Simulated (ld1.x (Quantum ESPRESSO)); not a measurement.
Input of ld1.x (Quantum ESPRESSO) 7.5:

```
 &input
   title='Nd', zed=60., rel=1, dft='PZ', iswitch=3,
   config='[Xe] 4f4 5d0 6s1.5 6p0.5',
   nld=4, rlderiv=3.40, eminld=-5.0, emaxld=5.0, deld=0.02
 /
 &inputp
   pseudotype=3, tm=.true., lloc=-1, rcloc=1.45,
   nlcc=.true., rcore=1.60,
   which_augfun='PSQ', rmatch_augfun=1.20,
   file_pseudopw='Nd.UPF', file_wfcaegen='ae.wfc', file_wfcncgen='nc.wfc', file_beta='beta', file_chi='chi', file_wfcusgen='us.wfc'
 /
8
5S  1  0   2.00   0.00  1.90  2.55  0.0
6S  2  0   1.50   0.00  1.90  2.55  0.0
5P  2  1   6.00   0.00  2.25  2.70  0.0
6P  3  1   0.50   0.00  2.25  2.70  0.0
5D  3  2   0.00   0.00  2.50  3.15  0.0
5D  3  2   0.00   0.80  2.50  3.15  0.0
4F  4  3   4.00   0.00  1.25  1.55  0.0
4F  4  3   0.00   4.10  1.25  1.55  0.0
 &test
   configts(1)='4f4 5s2 5p6 5d0 6s1.5 6p0.5'
 /
```

Launched with:
```bash
ld1.x < Nd.in > Nd.out
```

Functional and relativity: LDA (PZ), scalar-relativistic.

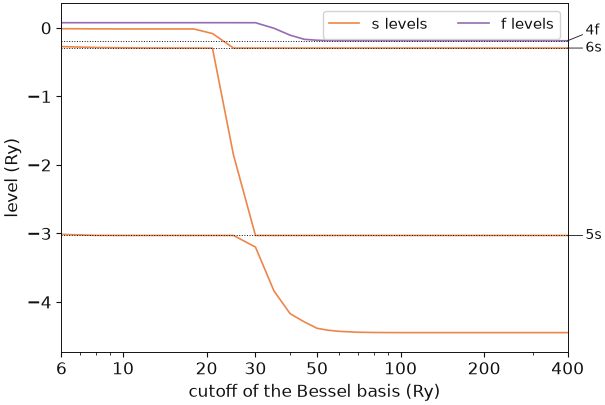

The pseudo-atom Hamiltonian at the reference potential is diagonalised in spherical Bessel functions (20 bohr box) up to the cutoff. Curves: the lowest levels of each channel that holds a bound state. Dotted lines: the all-electron valence levels.

Check the spectrum for spurious states.

Ghost state below the valence levels: s at -60.5 eV (p, d not tested). A ghost is a curve that settles on no dotted line: a bound state with no counterpart among the valence levels. In Ry: s -4.45.

Does the ghost need a high cutoff to show?

The lowest s curve lies clearly below the lowest valence level of its channel from about 30 Ry on and ends at -4.45 Ry.

Read the all-electron valence levels.

5s: -3.0 Ry; 6s: -0.29 Ry; 4f: -0.19 Ry.

The potential isn't sound: its overlap operator has a negative eigenvalue, -0.27.
